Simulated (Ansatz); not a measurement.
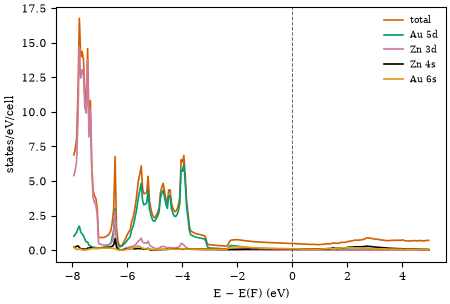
Fig. 1. Total and projected density of states of ZnAu (CsCl type, Pm-3m), PBEsol (plane waves, PAW; program Ansatz)

Problem. Which orbitals carry the states next to the Fermi level?

Solution. Within 0.5 eV of the Fermi level: Au 6s 20 %, Zn 4s 20 %, Au 5d 13 %, outside the projected shells 45 %. Projections are on Löwdin-orthogonalised atomic valence shells; empty p or d shells of many metals are not among them.

The cell was relaxed with PBEsol under the symmetry of its start; of distortions, only those at the zone centre were tested. Scalar-relativistic: spin–orbit coupling is off unless named, which matters more the heavier the elements.

Potentials: the later of the program's two PAW sets.
